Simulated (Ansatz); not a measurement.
# C$_{2}$H$_{6}$ClF$_{3}$O$_{2}$W: what the fields show

```tsv
atom	x (Å)	y (Å)	z (Å)
C	2.0716	0.0720	-1.8343
O	0.8529	-0.1612	-1.1916
W	-0.5120	0.6039	-0.2502
F	-1.7883	0.1751	-1.5384
F	-0.1810	2.2093	-1.1494
F	-1.8093	1.5859	0.6707
Cl	1.0270	1.3004	1.3653
O	-0.9188	-0.8407	0.7899
C	-1.3883	-1.2582	2.0381
H	2.8388	0.2374	-1.0721
H	1.9859	0.9600	-2.4656
H	2.3294	-0.7984	-2.4392
H	-1.6235	-2.3224	1.9943
H	-2.2798	-0.6839	2.3022
H	-0.6045	-1.0793	2.7801
```

Geometry: PBE0-D4/def2-TZVP; core potentials replace the inner electrons of W.

All numbers below come from RKS PBE0-D4/def2-TZVPP in Ansatz 0.2.0.

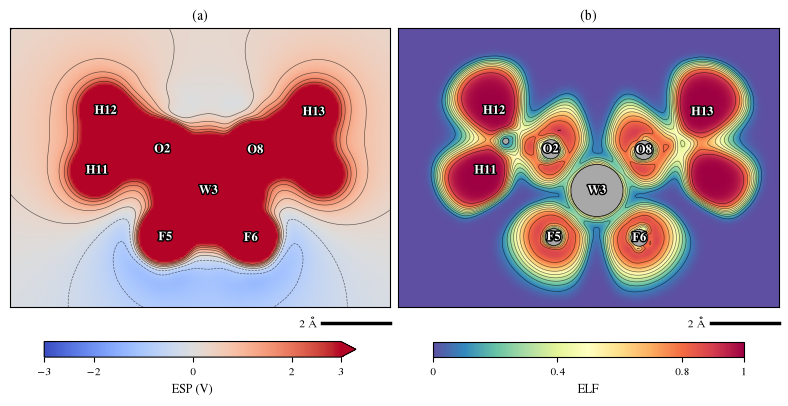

Figure 1. (a) electrostatic potential; (b) ELF on the plane of atoms O2, W3 and F5. Grey discs cover the atomic cores in the ELF map.

Question: What do the fields say about this system?

Answer: The plane passes through O, W, F and H nuclei. W–O (1.83 Å): the ELF peaks at about 0.80 in the valence shell of O, 0.5 Å from its nucleus, and drops to about 0.25 between the two atoms. W–F (1.87 Å): the ELF peaks at about 0.85 in the valence shell of F, 0.5 Å from its nucleus, and drops to about 0.25 between the two atoms. Outside the dense part of the molecule the potential is most negative (−1.3 V) near F5 and F6.

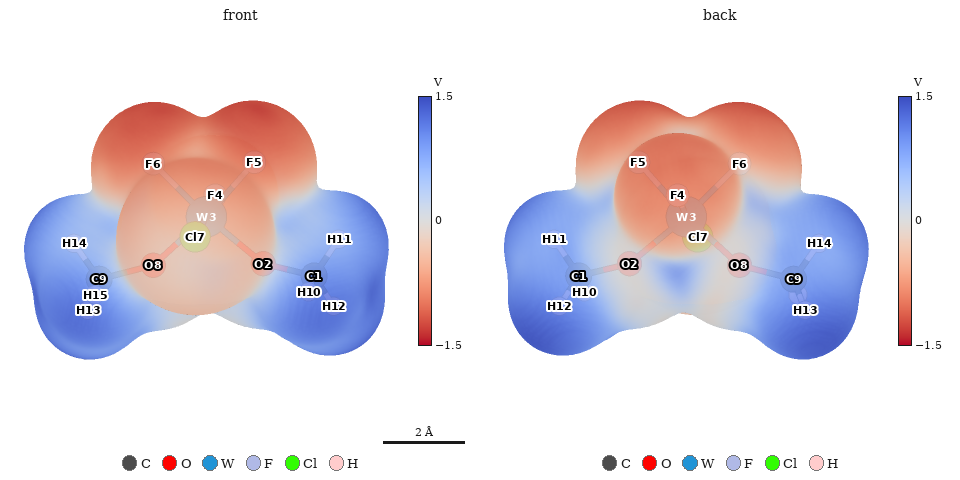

Figure 2. The molecular electrostatic potential painted on the density surface at 0.002 e/bohr³, seen from the front and from behind; red is negative and blue positive.

Question: Describe the electrostatic potential map.

Answer: The most negative region (about −1.2 V, or −28 kcal/mol for a unit charge) lies over F5 and F6, the most positive (about +1.4 V, or +32 kcal/mol for a unit charge) over H12 and H13.

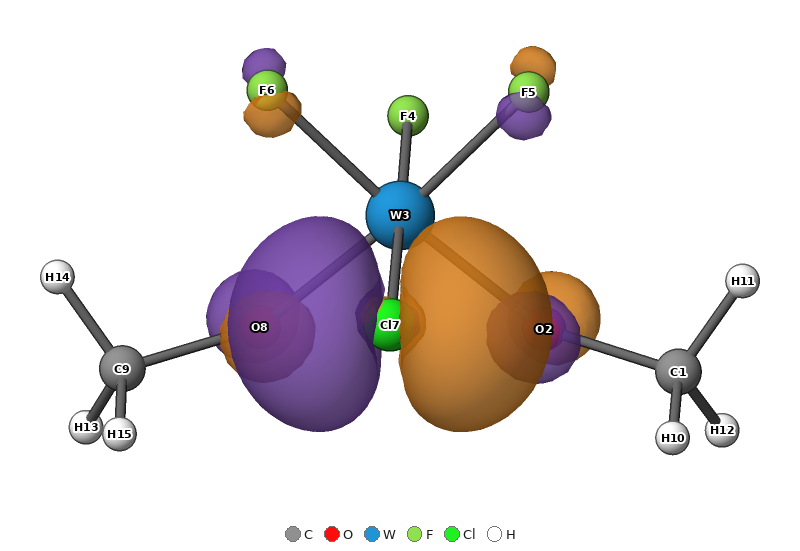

Figure 3. The HOMO−1 at ±0.15 Å⁻³ᐟ² (orange and purple are the two phases), seen at a tilt.

Question: Describe this orbital and give its energy.

Answer: By Hirshfeld shares it lies mainly on Cl7 (about 75 %); largely a lone pair of Cl7. Its energy is −8.91 eV.
